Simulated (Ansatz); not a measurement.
**Ca8Cu15Si16 (charge −1): molecular dynamics (part 5 of 5)**

Continued. System: Ca8Cu15Si16 (defect cell, 39 atoms in the cell, total charge −1). Method: DFT r2SCAN-D3(BJ), scalar-relativistic, plane waves, PAW, no spin polarisation (Ansatz 0.2.0); cutoff 500 eV, 1×1×1 k-mesh, Fermi–Dirac smearing of 0.05 eV. The structure derives from an entry of the Crystallography Open Database. It belongs to a series of runs on one base structure; here: dynamics from the last frame of the run before.

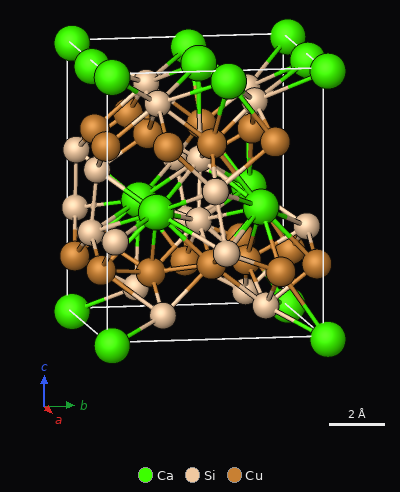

*The geometry at step 200 of the log (ball-and-stick view of the cell of the calculation, seen slightly off an axis).*

Trajectory as extended XYZ, continued
```
39
Lattice="8.0800 0.0000 0.0000 0.0000 8.0800 0.0000 0.0000 0.0000 10.0000" Properties=species:S:1:pos:R:3:forces:R:3 step=189 time_fs=378.0 energy=-124268.61328 temperature=2123.7
Ca   -0.1135    0.0132   -0.0716    0.8974   0.3888  -1.0266
Si   -0.1613    0.2388    3.6694    1.1763   0.7037  -0.4304
Si    0.2548    0.2917    6.0529   -1.2527  -0.3946  -2.0538
Cu    1.9298   -0.0879    2.3033   -0.2080   0.9462  -0.7087
Ca    4.1855    0.2506   -0.4068   -0.4639  -0.0938   0.3296
Si    4.0323    0.1145    3.3535   -0.6697   0.8094   0.8751
Si    4.2499    0.4921    5.6344   -1.0316  -1.8347   0.8038
Cu    4.6923    2.2223    2.0183   -1.3198   0.0766   0.6173
Cu    5.9628    0.1097    2.3184    0.9973   0.1675  -1.2718
Ca   -0.0823    4.5633   -0.1682    1.2193  -1.8702  -0.2094
Si    0.2246    4.4533    3.4629   -0.2380  -1.2758  -0.7126
Si    0.1520    4.2285    5.7921   -1.6869  -0.3821  -2.5848
Cu   -0.2444    6.4690    2.3237    0.9507  -0.6289  -1.2693
Cu    2.3153    3.9310    2.0071    0.0341   1.4573   1.1553
Ca    2.0520    2.2854    4.2538    0.3267  -0.3462   1.1909
Si    2.0056    2.4099    8.8713    0.5300  -0.5269  -1.7632
Si    1.7087    2.0422    1.1053    0.2910  -0.5008  -0.2119
Cu    1.7148    4.5705    7.0300    3.0840  -0.0026   2.5050
Cu    3.9592    2.2626    7.0465    0.3265  -0.1262   1.0156
Ca    4.4082    4.2700   -0.2723   -3.1350  -2.2350  -0.2099
Si    4.3432    4.4637    3.5647   -1.9581  -3.0844   2.6912
Si    3.9048    4.2188    5.9636    0.6398   1.0977  -1.2152
Cu    3.8348    6.0635    2.3405    2.2045   2.0362  -0.5934
Cu    6.0339    4.3332    2.2936    2.1272  -0.5347  -1.2692
Ca    6.2030    2.1618    4.6783   -0.0489   1.5202  -0.1941
Si    6.3574    2.0408    8.2176   -1.5444   2.8422   2.6514
Si    6.4037    2.2792    0.5744   -0.0929  -0.3210   0.9144
Cu    6.3882    4.4872    6.9686   -1.8623  -2.1052   0.4107
Cu    0.2544    2.1781    7.3362    0.7991   0.9457  -0.7293
Ca    1.7494    6.5439    4.5332    2.2729  -1.3193   1.4427
Si    1.9107    6.2349    8.7708    0.9304   0.7461  -1.7702
Si    2.2605    6.0700    0.9961   -2.8082   0.4255  -1.7064
Cu    2.1595    0.4174    7.1102    1.0707  -0.2316   0.8615
Cu    3.9331    6.3569    7.2518   -0.2624  -0.0261  -0.0474
Ca    6.4469    6.1967    4.4959   -2.5339   0.5011   2.0525
Si    5.8975    5.9244    8.5768    0.6178   3.4026  -1.5000
Si    5.9709    6.1425    0.7671   -0.0493   1.6912   2.2869
Cu    6.2603    0.3214    7.0655   -1.0368  -2.1255  -0.8792
Cu   -0.3577    6.3632    7.1561    1.7071   0.2078   0.5527
39
Lattice="8.0800 0.0000 0.0000 0.0000 8.0800 0.0000 0.0000 0.0000 10.0000" Properties=species:S:1:pos:R:3:forces:R:3 step=200 time_fs=400.0 energy=-124270.41714 temperature=2978.5
Ca   -0.1320    0.2034   -0.1501    1.2213  -0.8613  -0.8044
Si   -0.0652    0.3061    3.7295   -0.1525  -0.8173  -1.3407
Si    0.3523    0.2725    5.9588   -2.5954  -0.3294  -0.9329
Cu    1.9685   -0.0872    2.2594   -1.3503   0.8344  -0.8511
Ca    4.2016    0.1465   -0.3310   -0.6385   1.3033  -0.6541
Si    3.7714    0.1863    3.4129    2.4828   0.5410   0.7420
Si    4.2048    0.3318    5.8145   -0.4870  -0.9826  -0.6694
Cu    4.8460    2.2333    2.0370   -2.8475  -0.1311   0.6963
Cu    5.9205    0.1668    2.3395    0.6863  -0.5143  -0.4577
Ca   -0.1109    4.5619   -0.4135    1.6648  -0.8799   1.0228
Si    0.2137    4.4230    3.2157   -0.5671  -0.0616   0.2960
Si   -0.0482    4.0614    5.4952    0.3640   0.7642   0.5330
Cu   -0.2084    6.5338    2.4067    0.2650  -0.4350  -1.0006
Cu    2.4052    3.9595    2.0229   -0.2948   2.0591   0.9993
Ca    1.9345    2.3285    4.2744    0.5288  -0.5397   1.1881
Si    2.0332    2.5813    8.6532    0.3979  -0.9669  -0.6739
Si    1.6742    2.2550    0.9751    0.0242  -1.2255  -0.7523
Cu    1.6936    4.7017    7.0208   -0.0458  -1.8219  -0.1766
Cu    4.0570    2.2582    7.0791    0.4134  -0.0214   1.1206
Ca    4.3678    4.1125   -0.2981   -1.8276  -0.2718  -0.2399
Si    4.0775    4.1635    3.7925   -0.6801   0.2397  -1.5589
Si    3.7687    4.2683    6.0553    0.7678  -0.6118  -1.2078
Cu    3.9908    5.9620    2.2558    0.9595   0.7461   0.5864
Cu    5.9322    4.2990    2.4441    1.3126   0.5154  -1.4141
Ca    5.9252    2.2329    4.4438    1.2691  -0.2821   1.8095
Si    6.2663    2.2233    8.5488   -0.6352  -0.0146  -2.3665
Si    6.4853    2.3775    0.6771    0.5208  -0.1212   1.9717
Cu    6.3355    4.2397    6.9991   -1.0669  -0.9126   0.1977
Cu    0.1907    2.2414    7.2401   -0.4331   0.5468  -0.3030
Ca    1.9976    6.4299    4.6626   -0.0380  -1.0101   0.1623
Si    2.1212    6.3476    8.3799   -1.7525   1.3667   2.3451
Si    2.4071    6.2249    0.8221   -2.4492  -0.3852  -1.2030
Cu    2.1269    0.6274    7.0040    1.8006  -0.2435   1.4841
Cu    3.8338    6.2120    7.1258    1.9277   1.1526  -0.2543
Ca    6.0543    6.1280    4.5497   -0.0835   1.0401   1.1249
Si    5.9530    5.9073    8.4895   -1.1534   2.8348   0.0286
Si    5.8119    6.3509    0.8314    1.4598  -0.7002   0.6825
Cu    6.3131    0.2744    7.0155   -0.7157   0.2625   0.3752
Cu   -0.3490    6.3520    7.2320    1.7477  -0.0660  -0.5049
39
Lattice="8.0800 0.0000 0.0000 0.0000 8.0800 0.0000 0.0000 0.0000 10.0000" Properties=species:S:1:pos:R:3:forces:R:3 step=210 time_fs=420.0 energy=-124267.29573 temperature=2658.7
Ca   -0.0607    0.3591   -0.2960    0.3809  -0.9422  -0.3905
Si    0.1564    0.3731    3.5656   -1.4082  -1.0735  -0.7585
Si    0.1106    0.2532    5.8035    1.0671   0.6967  -0.0791
Cu    2.0182   -0.0209    2.2569   -1.0615   0.1061  -1.4064
Ca    4.0492    0.3121   -0.3671   -0.0886   0.2041  -0.4009
Si    3.6928    0.3502    3.5312    2.6709  -0.1536  -1.1548
Si    4.1436    0.3489    5.6770   -0.1063  -0.4859   1.6887
Cu    4.8045    2.2341    1.8689   -2.5833  -0.3673   1.1782
Cu    6.0317    0.1458    2.4691   -0.2296  -0.1875  -0.9876
Ca   -0.1523    4.6270   -0.7736    2.1095  -1.1671   2.0482
Si   -0.0584    4.5827    3.1217    1.1272  -0.9088   1.0333
Si   -0.1547    4.0698    5.3723    0.0791   0.8341   1.5412
Cu   -0.2160    6.6286    2.2946    0.3584  -0.4186  -0.9732
Cu    2.4340    4.1232    2.0202   -1.1200   1.2767   0.0940
Ca    1.8548    2.4239    4.2526    0.2048  -0.4133   1.3359
Si    1.9883    2.6630    8.4510    0.4047  -1.1028   0.6462
Si    1.6223    2.3577    0.9846    0.2703  -0.4608  -1.3547
Cu    1.7428    4.7028    6.8671   -0.6704  -1.7669   0.2741
Cu    4.1006    2.2292    7.2490    0.2263   0.3685  -0.2327
Ca    4.3136    3.9782   -0.3697   -2.1063   1.9424   0.2609
Si    3.9384    4.0451    3.7178    0.6494   1.1759  -1.3579
Si    3.8107    4.4201    5.9174    0.9668  -3.2731  -0.7866
Cu    4.1974    5.9689    2.1792   -5.4813   0.3945   2.4702
Cu    5.8511    4.4326    2.4703    1.1775  -0.7886  -1.3738
Ca    5.8380    2.1136    4.2345    1.9058   0.7302   2.8246
Si    6.1158    2.3877    8.6697    0.6778  -1.6206  -3.1696
Si    6.5782    2.5807    0.7537    1.0540  -0.2531   1.3701
Cu    6.1423    4.0379    6.9653   -0.5648   0.4264  -0.0454
Cu    0.1206    2.3819    7.1886   -0.7246  -0.3435  -0.8185
Ca    2.1181    6.3030    4.7282   -1.2610   0.3717  -1.1282
Si    2.0510    6.5410    8.1154   -2.4435   1.0907   2.6837
Si    2.2538    6.2085    0.6640   -0.7572   0.2386   0.2270
Cu    2.1687    0.6984    6.9236   -0.4392  -0.5233   0.5016
Cu    3.8110    6.1245    7.0982    2.8646   2.2954   0.4038
Ca    5.9217    6.1449    4.7604    0.3596   0.9296  -0.4543
Si    5.9203    6.0334    8.4936   -1.5115   2.1543  -0.3341
Si    5.6800    6.3808    1.0161    5.1413   0.8513  -4.0279
Cu    6.3691    0.1421    6.9437   -2.5763   1.1336   0.9346
Cu   -0.2821    6.4491    7.1817    1.4376  -0.9702  -0.2815
```
